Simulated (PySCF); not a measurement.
**C3H14OSi3: density, localisation and related maps**

```xyz
21

C    -3.0538   -0.3179   -0.3207
C    -1.6216   -0.7063    0.0381
Si   -0.4665    0.7552    0.1903
O    -0.4673    1.4939   -1.3104
C     1.2829    0.2407    0.6801
Si    2.4393    1.7236    0.7394
Si    1.9691   -1.1534   -0.3885
H    -3.5017    0.3284    0.4511
H    -3.7023   -1.2015   -0.4270
H    -3.0853    0.2375   -1.2703
H    -1.5894   -1.2651    0.9905
H    -1.2047   -1.3888   -0.7235
H    -0.9651    1.7127    1.2337
H    -0.0010    2.3303   -1.3934
H     1.2168   -0.1424    1.7174
H     3.8092    1.3370    1.1959
H     1.9016    2.7725    1.6616
H     2.5599    2.3336   -0.6239
H     1.2227   -2.4248   -0.1371
H     1.8430   -0.8017   -1.8348
H     3.4146   -1.3951   -0.0849
```

Geometry: PBE0-D3(BJ)/def2-SVP.

Theory: PBE0/pcSseg-1, SCF density, gas phase, non-relativistic in PySCF 2.14.0.

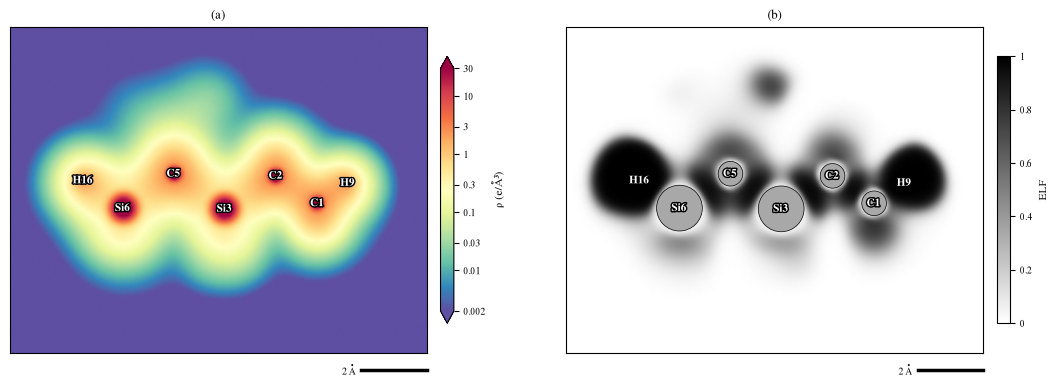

Figure 1. (a) total electron density; (b) electron localisation function on the plane of atoms C5, Si6 and H16. Grey discs cover the atomic cores in the ELF map.

Read the bonding off the picture.

Answer.
- The section cuts through C, Si and H sites.
- C–C (1.53 Å): ρ at the midpoint is about 1.6 e/Å³; the ELF peaks at about 0.95 between the atoms, as expected for a shared electron pair.
- C–Si (1.87 Å): the density is about 0.99 e/Å³ at the midpoint; the ELF peaks at about 0.95 between the atoms, as expected for a shared electron pair.
- C–H (1.10 Å): the density is about 1.9 e/Å³ at the midpoint; the ELF climbs to about 1 towards the hydrogen, as it does in any bond to H (an ordinary covalent bond to hydrogen).
- Si–H (1.49 Å): ρ at the midpoint is about 0.78 e/Å³; the ELF climbs to about 1 towards the hydrogen.

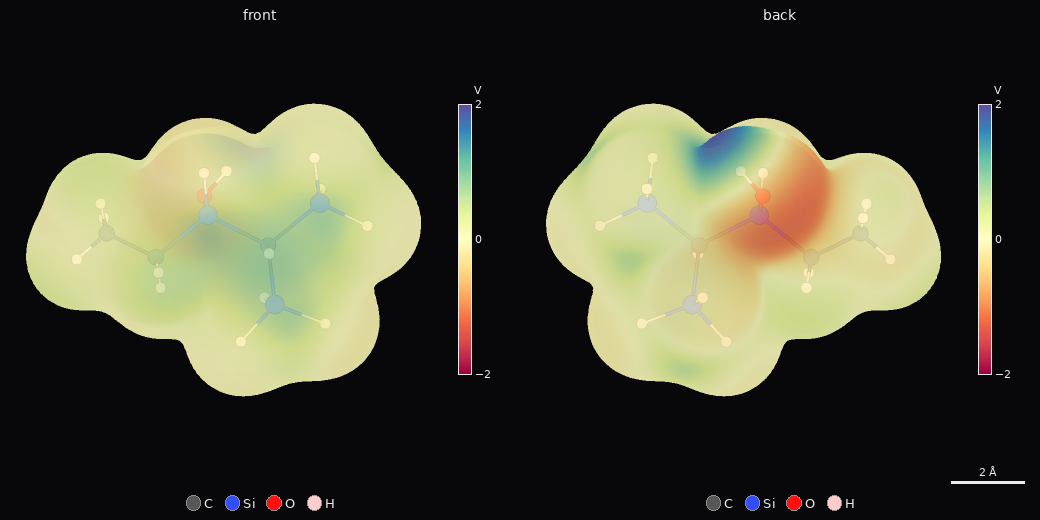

Figure 2. The molecular electrostatic potential painted on the density surface at 0.001 e/bohr³, seen from the front and from behind; the colour scale runs from red (negative) to blue (positive).

Where is the surface potential most negative and most positive?

Answer. The most negative region (about −1.3 V, or −30 kcal/mol for a unit charge) lies over O4, the most positive (about +1.8 V, or +42 kcal/mol for a unit charge) over H14. O4 is the likeliest acceptor of a hydrogen bond.
